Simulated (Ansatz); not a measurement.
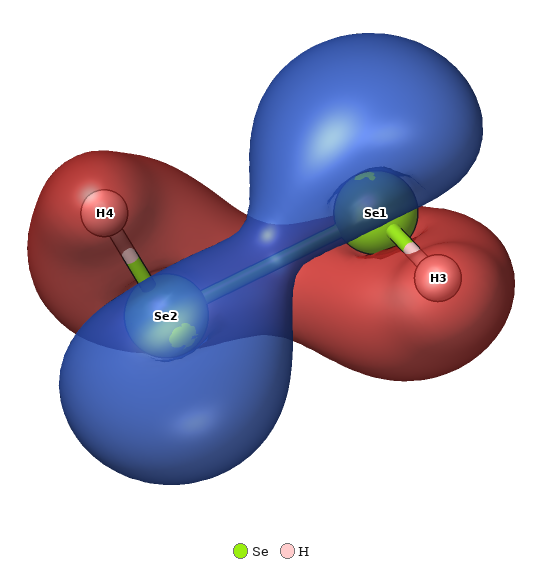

Figure. H2Se2. One frontier orbital at ±0.1 Å⁻³ᐟ² (red and blue are the two phases), seen from one side.

Geometry: r2SCAN-D4/def2-TZVP.

The calculation used Ansatz, RKS PBE0-D4/def2-TZVP.

### Which orbital is it: HOMO or LUMO?

The HOMO, at −7.19 eV. Its weight (Hirshfeld) is mainly on Se1 (about 45 %) and Se2 (about 45 %).
